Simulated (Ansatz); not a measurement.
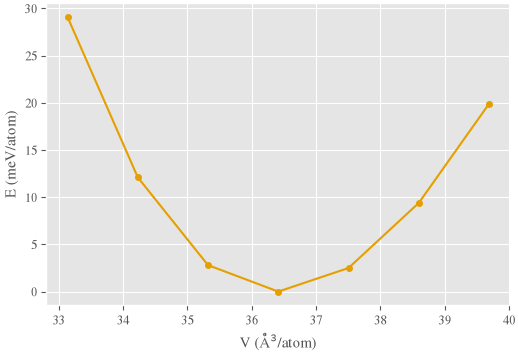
Figure. AgI (wurtzite, space group No. 186) under volume change, PBE (plane waves, PAW; program Ansatz), shape and atoms relaxed at each volume.

### Question
What does a third-order Birch–Murnaghan fit give for V₀, B₀ and B′?

### Answer
V₀ = 36.42 Å³/atom, B₀ = 25.9 GPa, B′ = 5.3.

Space group P6_3mc (wurtzite). Symmetry was held in the PBE relaxation. No spin polarisation was allowed. Spin–orbit coupling is left out wherever it is not named.

Potentials: the later of the program's two PAW sets.
